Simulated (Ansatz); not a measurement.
**Pressure series in ZnAu**

Take ZnAu in the CsCl type structure (space group Pm-3m, No. 221; a = 3.1286 Å) as the base.

Cell and atoms are relaxed at each pressure.

Method: Kohn–Sham DFT with the PBEsol functional, run in Ansatz (a quantum-chemistry and plane-wave program) with PAW and 420 eV plane waves, no SOC.

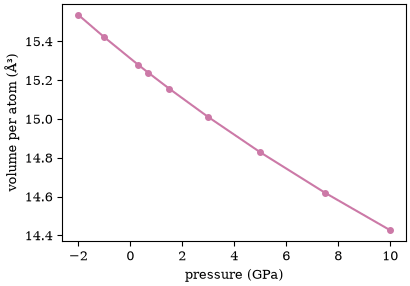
Figure. Volume against pressure

Problem. Estimate the zero-pressure bulk modulus from the plot.

Solution. About 140 GPa; a third-order Birch–Murnaghan fit to the points gives V₀ = 15.31 Å³/atom, B₀ = 143 GPa and B₀′ = 5.4.

Measured bulk modulus of ZnAu: 131 GPa (temperature not stated; as listed in Niraj K. Nepal et al., Phys. Rev. B (2020)); the computed value is for a static lattice, so the two differ by thermal effects too.

Load acts through the strain it causes; cell and atoms are relaxed under it. No phonon test of stability was made. No other phases were tried under pressure.
